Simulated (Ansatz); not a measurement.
AlAgC6N6

The calculation's input:

```
crystal:
  lattice:
    - [0.0, 5.3541834444, 5.3541834444]
    - [5.3541834444, 0.0, 5.3541834444]
    - [5.3541834444, 5.3541834444, 0.0]
  atoms:
    - { symbol: Al, position: [0.5, 0.5, 0.5] }
    - { symbol: Ag, position: [0.0, 0.0, 0.0], spin: 0.8 }
    - { symbol: C, position: [0.7930196356, 0.2069803644, 0.2069803644] }
    - { symbol: C, position: [0.2069803644, 0.7930196356, 0.2069803644] }
    - { symbol: C, position: [0.2069803644, 0.2069803644, 0.7930196356] }
    - { symbol: C, position: [0.2069803644, 0.7930196356, 0.7930196356] }
    - { symbol: C, position: [0.7930196356, 0.2069803644, 0.7930196356] }
    - { symbol: C, position: [0.7930196356, 0.7930196356, 0.2069803644] }
    - { symbol: "N", position: [0.6844837926, 0.3155162074, 0.3155162074] }
    - { symbol: "N", position: [0.3155162074, 0.6844837926, 0.3155162074] }
    - { symbol: "N", position: [0.3155162074, 0.3155162074, 0.6844837926] }
    - { symbol: "N", position: [0.3155162074, 0.6844837926, 0.6844837926] }
    - { symbol: "N", position: [0.6844837926, 0.3155162074, 0.6844837926] }
    - { symbol: "N", position: [0.6844837926, 0.6844837926, 0.3155162074] }
basis:
  ecutwfc: 420
kpoints:
  mp_grid: { grid: [6, 6, 6] }
  band_path:
    path:
      - [[0.0, 0.0, 0.0], [0.5, 0.0, 0.5], [0.625, 0.25, 0.625]]
      - [[0.375, 0.375, 0.75], [0.0, 0.0, 0.0], [0.5, 0.5, 0.5], [0.5, 0.25, 0.75], [0.5, 0.0, 0.5]]
    npoints: 10
hamiltonian:
  xc: pbe
scf:
  occupations: { method: gaussian, width: 0.02 }
  n_extra_bands: 35
output:
  forces: true
  stress: true
  eigenvalues: true
  populations: true
  dos: { projected: true, de: 0.02, nscf_kmesh: { grid: [9, 9, 9] } }
  bader: false
  write_density: true
  write_potential: true
  elf: true
  volumetric_format: npy
magnetization:
  spin_polarized: true
checkpoint:
  read: start.run
  write: ck
  compress: false
  write_wavefunctions: false
  write_every: 100000
```

Run with:

```sh
ansatz run input.yaml --threads 1 --pin off --max-ram 2560MiB --backend cpu --events-out ev --progress --plain --runs-dir out
```

Below, planes, directions and counts refer to the conventional cell (a = 10.71 Å, b = 10.71 Å, c = 10.71 Å, α = 90.00°, β = 90.00°, γ = 90.00°).

Space group Fm-3m; a structure generated by program, which may or may not match a known phase; spin-polarised.

All numbers below come from Ansatz, DFT PBE, scalar-relativistic, plane waves, PAW.

**What will maps of the valence pseudo-density, electron localisation function and spin density show?**

C–N (1.16 Å): ρ at the midpoint is about 3.5 e/Å³; the ELF peaks at about 0.85 between the atoms (inside overlapping PAW spheres, so only a guide) (a multiple bond).
Al–N (1.98 Å): ρ is about 0.55 e/Å³ halfway; the ELF peaks at about 0.95 in the valence shell of N, 0.7 Å from its nucleus, and is about 0.90 at the midpoint.
Ag–C (2.22 Å): the density is about 0.57 e/Å³ at the midpoint; the ELF peaks at about 0.95 in the valence shell of C, 0.6 Å from its nucleus, and is about 0.20 at the midpoint.
The spin density sits on Ag: +0.7 μB (×4) in one cell of 56 atoms, with smaller moments on other sites: C (up to +0.07 μB): parallel main moments, as they must be, since the calculation's own cell holds one magnetic site. The cell of the calculation (14 atoms) carries 2.0 μB of net spin moment.

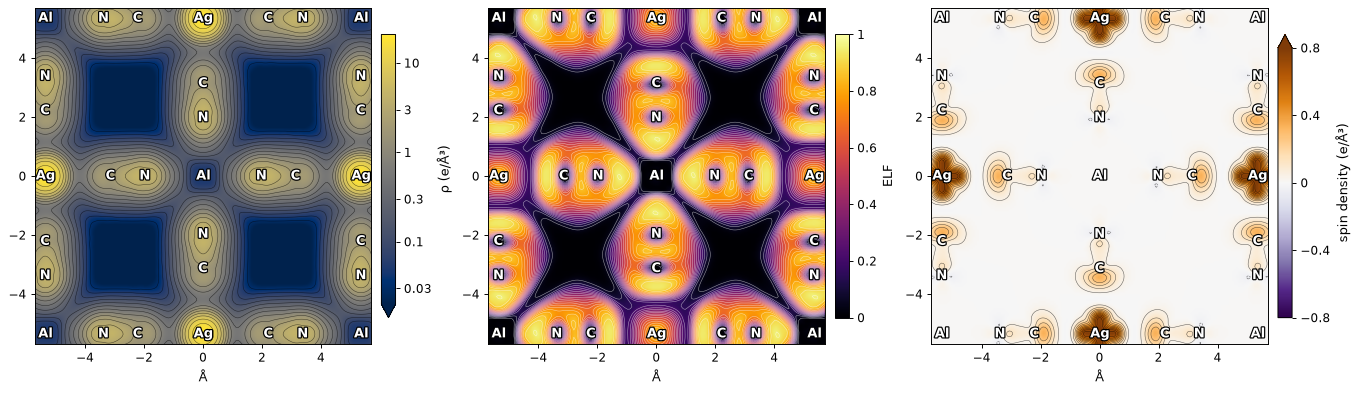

Computed valence pseudo-density, electron localisation function and spin density on the (001) plane of the conventional cell, in this order. 

The density is the valence pseudo-density of a PAW calculation; it isn't the true density close to the nuclei.
